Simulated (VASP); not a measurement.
Band structure of CsH (space group Fm-3m). All values below come from r2SCAN meta-GGA, VASP's PBE PAW potentials (set 64) (plane waves; VASP 6.6.1).

Unless said otherwise, spin-orbit coupling is left out, though it shifts the bands of the heavy elements here.

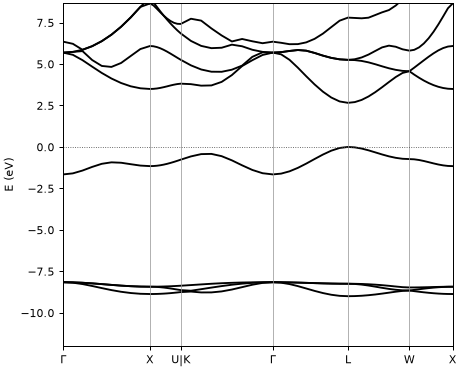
Figure. Bands along high-symmetry lines, zero at the valence-band maximum or, without a gap, the Fermi level

Question: Read the plot: is there a gap, and where are the band edges?

Answer: The gap is direct, 2.66 eV, from the valence maximum at L to the conduction minimum at L.

The structure comes from a computed database's CsH entry (Fm-3m); how it stands against other phases isn't given here. It was relaxed first.
